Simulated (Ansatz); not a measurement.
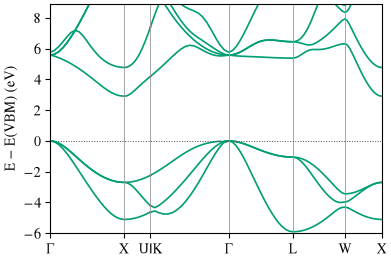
Figure: Band structure from PBEsol (plane waves, PAW; program Ansatz)

Read off the gap and where the band edges lie.

About 2.9 eV (2.91 eV by a search for the band edges); maximum at Γ, minimum at X.

Which compound is it?
A) BP, zinc blende
B) CdS, zinc blende
C) BeS, zinc blende

C, BeS, zinc blende

Space group F-43m (zinc blende). The cell was relaxed with PBEsol under the symmetry of its start.

Potentials: the later of the program's two PAW sets.
